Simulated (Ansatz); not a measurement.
Input file:

```
crystal:
  periodic: [false, false, false]
  atoms:
    - {symbol: C, position_ang: [-2.158792, 2.150331, -0.190098]}
    - {symbol: B, position_ang: [-1.721551, 0.916632, 0.505139]}
    - {symbol: Si, position_ang: [-1.101149, 1.274333, -1.250242]}
    - {symbol: H, position_ang: [-1.764702, 0.238881, 1.476245]}
    - {symbol: H, position_ang: [-0.626452, 1.577733, -2.632058]}
    - {symbol: H, position_ang: [-2.795861, 2.997768, 0.032476]}
basis:
  gaussian:
    orbitals: def2-TZVPD
magnetization:
  spin_polarized: false
  initial_magnetization: 0
hamiltonian:
  xc: {name: PBE0}
output:
  forces: true
  orbitals: {seedname: orbitals}
```

Command:

```sh
ansatz run input.yaml --threads 2 --pin off --max-ram 4350MiB --events-out events.jsonl --progress --plain --runs-dir runs
```

Geometry: r2SCAN-D4/def2-TZVP.

Level of theory: isolated molecule in a Gaussian basis; Kohn-Sham density functional theory, functional PBE0 (Ansatz).

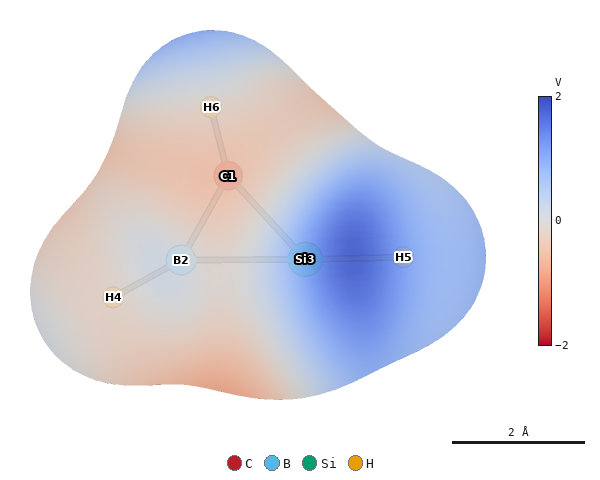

CH3BSi. The electrostatic potential painted on the density surface at 0.002 e/bohr³, seen across its widest extent; red is negative and blue positive.

> Which sites attract a positive test charge, and which a negative one?

A positive charge is drawn to the negative regions and a negative charge to the positive ones. The most negative region (about −0.7 V) lies over H4, the most positive (about +1.7 V) over Si3.
